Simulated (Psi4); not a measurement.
# One shape, several levels: SiNH2Cl (SMILES N[Si]Cl)

We compute a comparison of 3 runs (HF/STO-3G, BP86/6-31+G*, ACPF/DZVP) of SiNH2Cl. 

The results are computed with Psi4 1.11.

3 further runs of the same task are left out: 1 that didn't finish, 2 set aside as unsound or not needed.

## Step 1: Starting point

SiNH2Cl has 5 atoms, charge 0, and is taken as a singlet. SMILES: `N[Si]Cl`. Geometry: relaxed at PBE0-D4/def2-TZVP. This is one conformer, not always the lowest.

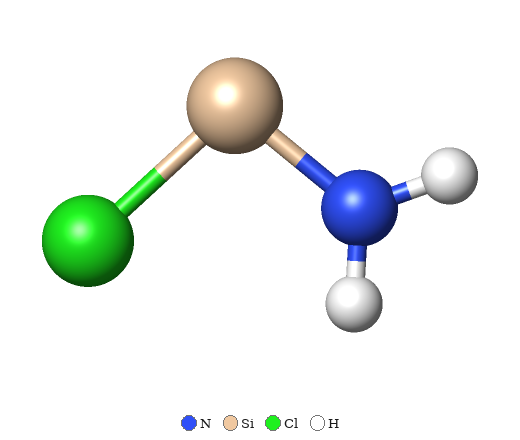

The structure, seen from a chosen angle (nitrogen blue, silicon light orange, chlorine green, hydrogen white).

## Step 2: A single-point energy at HF/STO-3G (run 1)

File job.inp:

```
memory 1.6 GB

molecule mol {
  N     -0.148200     0.583400    -0.233900
  Si    -0.116200    -0.341800     1.192600
  Cl     0.649000    -2.124500     0.377300
  H     -0.473300     1.538600    -0.227400
  H      0.138600     0.270600    -1.150000
  symmetry c1
  no_reorient
  no_com
}

set puream true
set e_convergence 1e-09
set d_convergence 1e-08
set scf_type pk

e_tot, wfn = energy("scf/STO-3G", return_wfn=True)
print_variables()
```

Run with:

```console
$ psi4 -i job.inp -o job.out -n 1
```

job.out:

```text
[...]
  Running in c1 symmetry.
[...]
  Nuclear repulsion =  131.390318799166209
[...]
  Multiplicity = 1
[...]
  Nalpha       = 20
  Nbeta        = 20
[...]
    Number of basis functions: 25
[...]
   @RHF iter   1:  -795.11413081445085   -1.70462e+00   6.52359e-03 ADIIS/DIIS
[...]
   @RHF iter  10:  -795.14112874303441   -5.68434e-13   2.37682e-09 DIIS
[...]
    Orbital Energies [Eh]
    ---------------------
    Doubly Occupied:
       1A   -103.574715     2A    -67.980916     3A    -15.277781
       4A    -10.273252     5A     -7.716407     6A     -7.712208
       7A     -7.711811     8A     -5.973269     9A     -3.990353
      10A     -3.990046    11A     -3.988222    12A     -1.086815
      13A     -0.960840    14A     -0.624279    15A     -0.611759
      16A     -0.437920    17A     -0.382463    18A     -0.358787
      19A     -0.338260    20A     -0.270300
[...]
  @RHF Final Energy:  -795.14112874303441
   => Energetics <=
    Nuclear Repulsion Energy =            131.3903187991662094
    One-Electron Energy =               -1366.5420880184128691
    Two-Electron Energy =                 440.0106404762123020
    Total Energy =                       -795.1411287430344146
[...]
 Multipole Moments:
 ------------------------------------------------------------------------------------
     Multipole            Electronic (a.u.)      Nuclear  (a.u.)        Total (a.u.)
 ------------------------------------------------------------------------------------
 L = 1.  Multiply by 2.5417464519 to convert [e a0] to [Debye]
 Dipole X            :        -15.6665337           15.1822487           -0.4842851
 Dipole Y            :         67.5474993          -66.1568550            1.3906443
 Dipole Z            :        -37.9104849           37.9755583            0.0650734
 Magnitude           :                                                    1.4739940
[...]
```

Wall time 1.2 s (1 thread of Intel Xeon 6975P-C (Granite Rapids), shared host); peak memory 0.18 GiB.

## Step 3: A single-point energy at BP86/6-31+G(d) (spherical functions) (run 2)

File input.inp:

```
memory 1600 MB

molecule {
  0 1
  N     -0.148200     0.583400    -0.233900
  Si    -0.116200    -0.341800     1.192600
  Cl     0.649000    -2.124500     0.377300
  H     -0.473300     1.538600    -0.227400
  H      0.138600     0.270600    -1.150000
  symmetry c1
  no_reorient
  no_com
}

set {
  basis 6-31+G*
  puream true
  e_convergence 1e-09
  d_convergence 1e-08
  scf_type pk
  dft_radial_points 99
  dft_spherical_points 590
}

E, wfn = energy('bp86', return_wfn=True)
oeprop(wfn, 'MULLIKEN_CHARGES', 'LOWDIN_CHARGES', 'MAYER_INDICES')
```

Run with:

```console
$ psi4 -n 1 input.inp input.out
```

input.out:

```text
[...]
  Running in c1 symmetry.
[...]
  Nuclear repulsion =  131.390318799166209
[...]
  Multiplicity = 1
[...]
  Nalpha       = 20
  Nbeta        = 20
[...]
    Number of basis functions: 66
[...]
   @RKS iter   1:  -805.33201279948867    6.48363e-02   1.41376e-02 ADIIS/DIIS
[...]
   @RKS iter  12:  -805.73270798378064   -8.18545e-12   7.93299e-09 DIIS
[...]
    Orbital Energies [Eh]
    ---------------------
    Doubly Occupied:
       1A   -100.710328     2A    -65.500284     3A    -14.039529
       4A     -9.173973     5A     -6.994931     6A     -6.990235
       7A     -6.988813     8A     -5.096816     9A     -3.510608
      10A     -3.509180    11A     -3.504095    12A     -0.814846
      13A     -0.745377    14A     -0.486631    15A     -0.484710
      16A     -0.368454    17A     -0.309695    18A     -0.291266
      19A     -0.268817    20A     -0.229390
[...]
  @RKS Final Energy:  -805.73270798378064
   => Energetics <=
    Nuclear Repulsion Energy =            131.3903187991662094
    One-Electron Energy =               -1373.7814666858666897
    Two-Electron Energy =                 493.5488727798301056
    DFT Exchange-Correlation Energy =     -56.8904328769102321
    Empirical Dispersion Energy =           0.0000000000000000
    VV10 Nonlocal Energy =                  0.0000000000000000
    Total Energy =                       -805.7327079837806423
[...]
 Multipole Moments:
 ------------------------------------------------------------------------------------
     Multipole            Electronic (a.u.)      Nuclear  (a.u.)        Total (a.u.)
 ------------------------------------------------------------------------------------
 L = 1.  Multiply by 2.5417464519 to convert [e a0] to [Debye]
 Dipole X            :        -15.4266818           15.1822487           -0.2444331
 Dipole Y            :         67.1725850          -66.1568550            1.0157300
 Dipole Z            :        -38.4817604           37.9755583           -0.5062022
 Magnitude           :                                                    1.1609030
[...]
  Mulliken Charges: (a.u.)
   Center  Symbol    Alpha    Beta     Spin     Total
       1     N     3.92858  3.92858  0.00000 -0.85716
       2    SI     6.85113  6.85113  0.00000  0.29775
       3    CL     8.62258  8.62258  0.00000 -0.24515
       4     H     0.29940  0.29940  0.00000  0.40121
       5     H     0.29832  0.29832  0.00000  0.40336
   Total alpha = 20.00000, Total beta = 20.00000, Total charge =  0.00000
  Lowdin Charges: (a.u.)
   Center  Symbol    Alpha    Beta     Spin     Total
       1     N     3.93851  3.93851  0.00000 -0.87702
[...]
```

It took 6.3 s on 1 thread of Intel Xeon 6975P-C (Granite Rapids), shared host; peak memory 0.73 GiB.

## Step 4: The energy at ACPF/DZVP (density fitting) (run 3)

File run.py:

```python
import numpy as np
from ase.calculators.psi4 import Psi4
from ase import Atoms

mol = Atoms(['N', 'Si', 'Cl', 'H', 'H'], positions=[
    [-0.148200, 0.583400, -0.233900],
    [-0.116200, -0.341800, 1.192600],
    [0.649000, -2.124500, 0.377300],
    [-0.473300, 1.538600, -0.227400],
    [0.138600, 0.270600, -1.150000],
])
calc = Psi4(atoms=mol, method='acpf', basis='DZVP', memory='1600MB', num_threads=1, charge=0, multiplicity=1, label='psi4-calc', reference='rhf')
calc.psi4.set_options({'freeze_core': True, 'orbital_optimizer_package': 'ooo', 'diis_max_vecs': 8})
mol.calc = calc

print(f'energy: {mol.get_potential_energy():.6f} eV')
```

Run with:

```console
$ python run.py
```

psi4-calc.dat:

```text
[...]
  Running in c1 symmetry.
[...]
  Nuclear repulsion =  131.390318799166209
[...]
  Multiplicity = 1
[...]
  Nalpha       = 20
  Nbeta        = 20
[...]
    Number of basis functions: 54
[...]
   @RHF iter   1:  -803.88759773769584   -8.03888e+02   7.52022e-03 ADIIS+DIIS
[...]
   @RHF iter  13:  -803.97338303165179    0.00000e+00   5.98534e-09 Converged
[...]
    Orbital Energies [Eh]
    ---------------------
    Doubly Occupied:
       1A   -104.819064     2A    -68.852253     3A    -15.562256
       4A    -10.532858     5A     -8.012142     6A     -8.009907
       7A     -8.009657     8A     -6.180567     9A     -4.293013
      10A     -4.291906    11A     -4.291102    12A     -1.176020
      13A     -1.079750    14A     -0.710371    15A     -0.700316
      16A     -0.549016    17A     -0.483163    18A     -0.462423
      19A     -0.437445    20A     -0.357467
[...]
  @RHF Final Energy:  -803.97338303165088
   => Energetics <=
    Nuclear Repulsion Energy =            131.3903187991662094
    One-Electron Energy =               -1373.1060088893418651
    Two-Electron Energy =                 437.7423070585248297
    Total Energy =                       -803.9733830316508829
[...]
 Multipole Moments:
 ------------------------------------------------------------------------------------
     Multipole            Electronic (a.u.)      Nuclear  (a.u.)        Total (a.u.)
 ------------------------------------------------------------------------------------
 L = 1.  Multiply by 2.5417464519 to convert [e a0] to [Debye]
 Dipole X            :          0.8164691           -1.1210147           -0.3045455
 Dipole Y            :         -3.4044232            4.5469305            1.1425073
 Dipole Z            :          1.7096654           -2.1290867           -0.4194213
 Magnitude           :                                                    1.2545857
[...]
      * SCS-MP2 total energy:                 -804.328777095355
[...]
      * MP2 total energy:                     -804.336317446927
[...]
```

The script printed:

```text
energy: -21888.058101 eV
```

It took 2.2 s on 1 thread of Intel Xeon 6975P-C (Granite Rapids), shared host; peak memory 0.25 GiB.

## Step 5: Overview of the runs

| run | level | integration grid | properties | energy (Eh) | dipole moment (D) | HOMO energy (eV) | LUMO energy (eV) | wall time |
| --- | --- | --- | --- | --- | --- | --- | --- | --- |
| 1 | HF/STO-3G | – | – | -795.141129 | 3.75 | -7.36 | 6.15 | 1.2 s |
| 2 | BP86/6-31+G* (spherical functions) | 99 radial × 590 angular | (mulliken, lowdin, mayer) | -805.732708 | 2.95 | -6.24 | -2.55 | 6.3 s |
| 3 | ACPF/DZVP (density fitting) | – | – | -804.371306 | – | -9.73 | 1.39 | 2.2 s |

## Step 6: What came out

```
                                           quantity          value
                                run 3: total energy  -804.37131 Eh
         run 3: HOMO energy (Hartree–Fock orbitals)       -9.73 eV
         run 3: LUMO energy (Hartree–Fock orbitals)        1.39 eV
       run 3: HOMO–LUMO gap (Hartree–Fock orbitals)       11.12 eV
run 3: correlation energy (11 core orbitals frozen)     -397.9 mEh
```

**Reading.** In run 1 the basis is minimal, so the values are rough. All runs together took 9.8 s, the longest 6.3 s.
